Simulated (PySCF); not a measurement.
# CH2BrF (Bromofluoromethane): the cost of one run

Computed with PySCF 2.14.0 and routines of our own; the level stands in each step. Atoms count from 0.

### 1 The starting structure

5 atoms, charge 0, multiplicity 1; geometry from: GFN2-xTB.

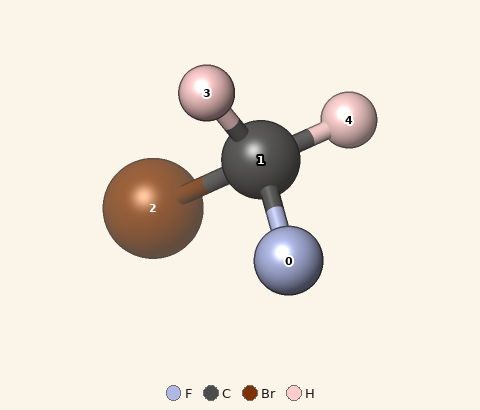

The starting geometry (fluorine light blue, carbon dark grey, bromine brown, hydrogen pink).

### 2 Optimising the geometry at PBE0-D3(BJ)/def2-SVP

What the job is given:

```
{"job": {"xc": "PBE0", "basis": "def2-SVP", "d3": "d3bj", "grid": 1, "maxiter": 30, "shake": 0.01, "kind": "geom"}, "charge": 0, "multiplicity": 1}
F     -0.777310     1.017850    -0.354980
C     -0.155900    -0.076670     0.014960
Br     1.753020     0.219880    -0.044780
H     -0.394520    -0.313400     1.042290
H     -0.391710    -0.881630    -0.695370
```

Run with:

```console
$ OMP_NUM_THREADS=1 python heavy_run.py task.json out
```

The driver reads the jobs from task.json and runs them one after another.

Q: Estimate the wall time and peak memory of this first job on 1 thread of Arm Neoverse V1, shared host.

About 7.1 s, with a peak of 0.31 GiB.
